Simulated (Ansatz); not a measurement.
# SiP+ (singlet): correlated methods under varied settings at distance Si1–P2 = 1.770 Å

What do other methods and options give for SiP+ (singlet) at this geometry, and how long do they take?

Method: the settings change from run to run; program: Ansatz 0.2.0, Gaussian basis.

25 further runs of the same task are left out: 1 for a known fault of the program, 19 that didn't finish, 5 set aside as unsound or not needed.

## Step 1: What is computed

The geometry derives from a PBE0/def2-TZVP stationary point (not a proven minimum). One bond is set to the value named and the two fragments are kept rigid.

2 atoms, charge 1, spin multiplicity 1.

Atoms are counted from 1 here; the program's logs count them from 0.

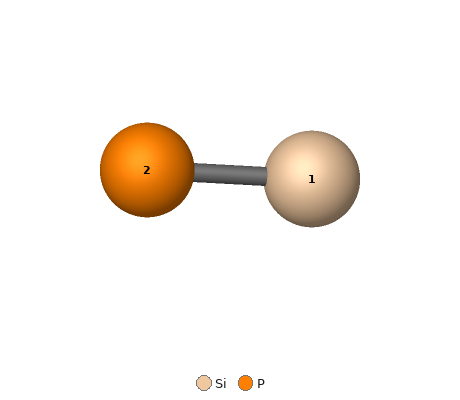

The structure; silicon light orange, phosphorus orange; atoms are numbered from 1 in the order of the file.

Coordinates:

```xyz
2
charge 1, multiplicity 1
Si    0.0000    0.0000    0.0000
P     0.0000    0.0000    1.7700
```

## Step 2: NEVPT2(2,6)/6-31G

File in.yaml:

```yaml
crystal:
  periodic: [false, false, false]
  atoms:
    - {symbol: Si, position_ang: [0.000000, 0.000000, 0.000000]}
    - {symbol: P, position_ang: [0.000000, 0.000000, 1.770000]}
basis:
  gaussian: {orbitals: 6-31G, fitting: {mean_field: def2-universal-jkfit}}
total_charge: 1
correlation: {method: sc_nevpt2, electrons: all, active_space: {window: {electrons: 2, orbitals: 6}, states: [{multiplicity: 1, weights: [0.5, 1, 0.5, 1]}, {multiplicity: 3, weights: [1]}]}}
accuracy: high
scf: {lower_state_search: light}
output: {forces: true}
```

Run with:

```console
ansatz run in.yaml --threads 1 --pin off --events-out ev --progress --plain --max-ram 2393MiB
```

What it wrote, cut to the lines that bear on the results:

```text
Functional definition: HF
  name "HF"
  cite "Fock, Z. Phys. 61, 126 (1930) doi:10.1007/BF01340294"
  parent pbe
[...]
256 factors; integrals over basis functions are off by at most 2.2e-4 eV
[...]
mean field -17117.97124191 eV, -629.0738401624 hartree, gradient 1.8e-8 eV, S^2 0.000000; 11 other end points of the search recorded, 0 dependent functions left out; unrestricted orbitals would lower it
reference -17117.97124191 eV, -629.0738401624 hartree; 14, 14 occupied and 12, 12 virtual orbitals, 256 factors
state -17118.49630682 eV, -629.0931359421 hartree
state -17118.36775134 eV, -629.0884116155 hartree
state -17117.05999123 eV, -629.0403523177 hartree
state -17113.78825707 eV, -628.9201183050 hartree
state -17118.49630682 eV, -629.0931359421 hartree; corrected -17121.66070033 eV, -629.2094252585 hartree
state -17118.36775134 eV, -629.0884116155 hartree; corrected -17120.82441295 eV, -629.1786922642 hartree
state -17117.05999123 eV, -629.0403523177 hartree; corrected -17118.93072710 eV, -629.1091005930 hartree
state -17113.78825707 eV, -628.9201183050 hartree; corrected -17116.02021060 eV, -629.0021410844 hartree
state -17119.19235047 eV, -629.1187150746 hartree
state -17119.19235047 eV, -629.1187150746 hartree; corrected -17121.64128791 eV, -629.2087118654 hartree
[...]
WARN: the results are in doubt because close orbitals or states may skew the forces
Total energy: -17119.69540629 eV, -629.1372020349 hartree
Atom 0 at     0.000000     0.000000     0.000000 Å, force    -0.000000     0.000000   -16.518032 eV/Å
Atom 1 at     0.000000     0.000000     1.770000 Å, force     0.000000    -0.000000    16.518032 eV/Å
Dipole moment:     0.000000    -0.000000    -0.367123 e Å
In doubt: close orbitals or states may skew the forces
```

Wall time 1.6 s (1 thread of AMD EPYC 9R45, shared host).

From the report: 12 determinants; active occupations (of the averaged states) 0.98, 0.74, 0.25, 0.02, 0.00, 0.00. Mind the lines of doubt at the end of the log.

## Step 3: MP2 on UHF/6-31G

File in.yaml:

```yaml
crystal:
  periodic: [false, false, false]
  atoms:
    - {symbol: Si, position_ang: [0.000000, 0.000000, 0.000000]}
    - {symbol: P, position_ang: [0.000000, 0.000000, 1.770000]}
basis:
  gaussian: {orbitals: 6-31G}
total_charge: 1
magnetization: {spin_polarized: true, initial_magnetization: 0}
correlation: {method: mp2, electrons: valence}
scf: {lower_state_search: full}
```

Same command.

What it wrote, cut to the lines that bear on the results:

```text
Functional definition: HF
  name "HF"
  cite "Fock, Z. Phys. 61, 126 (1930) doi:10.1007/BF01340294"
  parent pbe
[...]
280 factors; integrals over basis functions are off by at most 9.2e-5 eV
[...]
mean field -17119.07678549 eV, -629.1144681397 hartree, gradient 1.3e-6 eV, S^2 1.143203; 26 other end points of the search recorded, 0 dependent functions left out
10 core orbitals not correlated: weight in the atoms' cores, before any rotation towards them, 1.000 or more for the frozen orbitals, at most 0.000 for the correlated occupied ones
reference -17119.07678549 eV, -629.1144681397 hartree; 4, 4 occupied and 12, 12 virtual orbitals, 280 factors
second order -1.97725012 eV of doubles, -0.00000000 eV of singles
Total energy: -17121.05403561 eV, -629.1871307415 hartree
```

It took 0.63 s on 1 thread of AMD EPYC 9R45, shared host.

From the report: ⟨S²⟩ of the determinant 1.143 (pure singlet: 0.00). The determinant is far from a pure spin state, so its energy mixes those of several spin states (harmless only where they are near-degenerate, as at dissociation).

## Step 4: NEVPT2(2,7)/6-31G

File in.yaml:

```yaml
crystal:
  periodic: [false, false, false]
  atoms:
    - {symbol: Si, position_ang: [0.000000, 0.000000, 0.000000]}
    - {symbol: P, position_ang: [0.000000, 0.000000, 1.770000]}
basis:
  gaussian: {orbitals: 6-31G}
total_charge: 1
correlation: {method: sc_nevpt2, electrons: valence, active_space: {window: {electrons: 2, orbitals: 7}}}
```

Launched as before.

What it wrote, cut to the lines that bear on the results:

```text
Functional definition: HF
  name "HF"
  cite "Fock, Z. Phys. 61, 126 (1930) doi:10.1007/BF01340294"
  parent pbe
[...]
280 factors; integrals over basis functions are off by at most 9.2e-5 eV
[...]
mean field -17117.97149770 eV, -629.0738495626 hartree, gradient 1.1e-6 eV, S^2 0.000000; 11 other end points of the search recorded, 0 dependent functions left out; unrestricted orbitals would lower it
reference -17117.97149770 eV, -629.0738495626 hartree; 14, 14 occupied and 12, 12 virtual orbitals, 280 factors
state -17119.14638678 eV, -629.1170259400 hartree
state -17119.14638678 eV, -629.1170259400 hartree; corrected -17121.63933315 eV, -629.2086400292 hartree
WARN: 1 active orbitals are nearly empty or full. The corrections depend on them more than the energy does, and are more stable in an active space without them
Total energy: -17121.63933315 eV, -629.2086400292 hartree
```

It took 1.5 s on 1 thread of AMD EPYC 9R45, shared host.

From the report: 49 determinants; active occupations 1.81, 0.17, 0.01, 0.01, 0.00, 0.00, 0.00. The report marks this result as in doubt.

## Step 5: HF/cc-pVDZ

File in.yaml:

```yaml
crystal:
  periodic: [false, false, false]
  atoms:
    - {symbol: Si, position_ang: [0.000000, 0.000000, 0.000000]}
    - {symbol: P, position_ang: [0.000000, 0.000000, 1.770000]}
basis:
  gaussian: {orbitals: cc-pVDZ}
total_charge: 1
magnetization: {spin_polarized: false}
hamiltonian: {xc: hf}
output: {orbitals: {seedname: orbitals}}
```

Same command.

What it wrote:

```text
Functional definition: HF
  name "HF"
  cite "Fock, Z. Phys. 61, 126 (1930) doi:10.1007/BF01340294"
  parent pbe
  exchange = exact_x
  correlation = 0
377 factors; integrals over basis functions are off by at most 1.2e-3 eV
mean field evaluation 1: about -17118.8528 eV, gradient 2.1e1 eV
mean field evaluation 2: about -17118.8639 eV, gradient 2.1e1 eV
mean field evaluation 4: about -17120.7685 eV, gradient 1.5e0 eV
mean field evaluation 8: about -17120.7827 eV, gradient 1.5e-4 eV
mean field evaluation 16: about -17120.8091 eV, gradient 1.6e-1 eV
mean field evaluation 32: about -17120.6048 eV, gradient 6.5e0 eV
mean field evaluation 64: about -17120.4823 eV, gradient 1.5e0 eV
mean field evaluation 96: about -17120.2212 eV, gradient 6.4e-2 eV
mean field -17120.80961787 eV, -629.1781485551 hartree, gradient 1.9e-5 eV, S^2 0.000000; 6 other end points of the search recorded, 0 dependent functions left out
reference -17120.80961787 eV, -629.1781485551 hartree; 14, 14 occupied and 22, 22 virtual orbitals, 377 factors
Total energy: -17120.80961787 eV, -629.1781485551 hartree
```

Wall time 0.27 s (1 thread of AMD EPYC 9R45, shared host).

## Step 6: BCCD(T) on RHF/6-31++G**

File in.yaml:

```yaml
crystal:
  periodic: [false, false, false]
  atoms:
    - {symbol: Si, position_ang: [0.000000, 0.000000, 0.000000]}
    - {symbol: P, position_ang: [0.000000, 0.000000, 1.770000]}
basis:
  gaussian: {orbitals: "6-31++G**"}
total_charge: 1
magnetization: {spin_polarized: false}
hamiltonian: {pseudopotentials: {relativity: none}}
correlation: {method: bccd_t, electrons: valence}
accuracy: high
```

The command is unchanged.

What it wrote, cut to the lines that bear on the results:

```text
Functional definition: HF
  name "HF"
  cite "Fock, Z. Phys. 61, 126 (1930) doi:10.1007/BF01340294"
  parent pbe
[...]
716 factors; integrals over basis functions are off by at most 4.1e-9 eV
[...]
mean field -17119.85654632 eV, -629.1431238218 hartree, gradient 2.4e-8 eV, S^2 0.000000; 14 other end points of the search recorded, 0 dependent functions left out; unrestricted orbitals would lower it
[...]
determinant -17119.85654632 eV, -629.1431238218 hartree, with singles and doubles -17125.67788143 eV, -629.3570539412 hartree
determinant -17119.85142799 eV, -629.1429357264 hartree, with singles and doubles -17125.71615730 eV, -629.3584605535 hartree
determinant -17119.28485395 eV, -629.1221145147 hartree, with singles and doubles -17124.10872769 eV, -629.2993886049 hartree
determinant -17109.40152590 eV, -628.7589089078 hartree, with singles and doubles -17114.29862866 eV, -628.9388741151 hartree
determinant -17119.85654632 eV, -629.1431238218 hartree, with singles and doubles -17125.71314541 eV, -629.3583498685 hartree
determinant -17119.85142799 eV, -629.1429357264 hartree, with singles and doubles -17125.70733017 eV, -629.3581361625 hartree
[...]
unrestricted determinant -17121.22059577 eV, -629.1932517145 hartree, S^2 1.0620
10 core orbitals not correlated: weight in the atoms' cores, before any rotation towards them, 1.000 or more for the frozen orbitals, at most 0.000 for the correlated occupied ones
reference -17119.85142799 eV, -629.1429357264 hartree; 4, 4 occupied and 32, 32 virtual orbitals, 716 factors
second order -5.36121727 eV of doubles, -0.00000000 eV of singles
cycle   1  -5.78813020 eV  change    6.8e-2 eV  update   2.2e-2
[...]
cycle  24  -5.80123153 eV  change  -2.5e-10 eV  update  4.2e-10
perturbative correction -0.46112704 eV, -0.0169461060 hartree
Total energy: -17126.11378655 eV, -629.3730731588 hartree
```

Wall time 2.7 s (1 thread of AMD EPYC 9R45, shared host).

From the report: correlation -6.2624 eV; largest double amplitude 0.18.

## Step 7: CCSD on UHF/6-31G

File in.yaml:

```yaml
crystal:
  periodic: [false, false, false]
  atoms:
    - {symbol: Si, position_ang: [0.000000, 0.000000, 0.000000]}
    - {symbol: P, position_ang: [0.000000, 0.000000, 1.770000]}
basis:
  gaussian: {orbitals: 6-31G, fitting: {mean_field: def2-universal-jkfit}}
total_charge: 1
magnetization: {spin_polarized: true, initial_magnetization: 0}
correlation: {method: ccsd, electrons: outside_noble_gas}
```

The command is unchanged.

What it wrote, cut to the lines that bear on the results:

```text
Functional definition: HF
  name "HF"
  cite "Fock, Z. Phys. 61, 126 (1930) doi:10.1007/BF01340294"
  parent pbe
[...]
256 factors; integrals over basis functions are off by at most 2.2e-4 eV
[...]
mean field -17119.07660774 eV, -629.1144616076 hartree, gradient 9.9e-7 eV, S^2 1.143218; 24 other end points of the search recorded, 0 dependent functions left out
determinant -17119.07660774 eV, -629.1144616076 hartree, with singles and doubles -17122.02640945 eV, -629.2228648210 hartree
determinant -17119.07472893 eV, -629.1143925625 hartree, with singles and doubles -17121.93906058 eV, -629.2196548093 hartree
determinant -17118.99754710 eV, -629.1115561826 hartree, with singles and doubles -17121.60322558 eV, -629.2073131005 hartree
determinant -17118.85685208 eV, -629.1063857359 hartree, with singles and doubles -17121.92406492 eV, -629.2191037290 hartree
[...]
determinant -17119.07472893 eV, -629.1143925625 hartree, with singles and doubles -17122.04296740 eV, -629.2234733146 hartree
determinant -17118.99754710 eV, -629.1115561826 hartree, with singles and doubles -17121.63115027 eV, -629.2083393139 hartree
determinant -17118.85685208 eV, -629.1063857359 hartree, with singles and doubles -17122.08387198 eV, -629.2249765299 hartree
10 core orbitals not correlated: weight in the atoms' cores, before any rotation towards them, 1.000 or more for the frozen orbitals, at most 0.000 for the correlated occupied ones
reference -17119.07472893 eV, -629.1143925625 hartree; 4, 4 occupied and 12, 12 virtual orbitals, 256 factors
second order -1.61381908 eV of doubles, -0.00000000 eV of singles
cycle   1  -2.96823905 eV  change   -5.8e-7 eV  update   2.5e-6
WARN: the results are in doubt because among natural orbitals full CI differs from the method by -0.256 eV
Total energy: -17122.04296798 eV, -629.2234733358 hartree
In doubt: among natural orbitals full CI differs from the method by -0.256 eV
```

It took 1.7 s on 1 thread of AMD EPYC 9R45, shared host.

From the report: ⟨S²⟩ of the determinant 1.491 (pure singlet: 0.00); correlation -2.9682 eV; T1 0.136; largest double amplitude 0.23. The determinant is far from a pure spin state, so its energy mixes those of several spin states (harmless only where they are near-degenerate, as at dissociation). The program marks this result as in doubt; its last lines say why.

## Step 8: All runs side by side

Where basis and cores are those of an earlier FCI/6-31G run (-17122.3868 eV), and the state is the same kind, the miss against it is given. † marks a result that the program doubts.

```tsv
level	correlated	functions	energy (eV)	from FCI (meV)	time
NEVPT2(2,6)/6-31G (mean of several states) †	all	26	-17119.6954		1.6 s
MP2 on UHF/6-31G	valence	26	-17121.0540	1332.7	0.63 s
NEVPT2(2,7)/6-31G †	valence	26	-17121.6393		1.5 s
HF/cc-pVDZ		36	-17120.8096		0.27 s
BCCD(T) on RHF/6-31++G**	valence	46	-17126.1138		2.7 s
CCSD on UHF/6-31G †	outside noble gas	26	-17122.0430	343.8	1.7 s
```

## Step 9: Outcome

| quantity | value |
| --- | --- |
| runs | 6 |
| quickest | HF/cc-pVDZ, 0.27 s |
| slowest | BCCD(T) on RHF/6-31++G**, 2.7 s |

**Reading.** Total energies in different bases, with other cores or another treatment of relativity can't be set against each other. BCCD(T) on RHF/6-31++G** took 10 times as long as HF/cc-pVDZ; the jobs differ in more than the method. Among the correlated runs with a miss given, it spans +344 to +1333 meV.
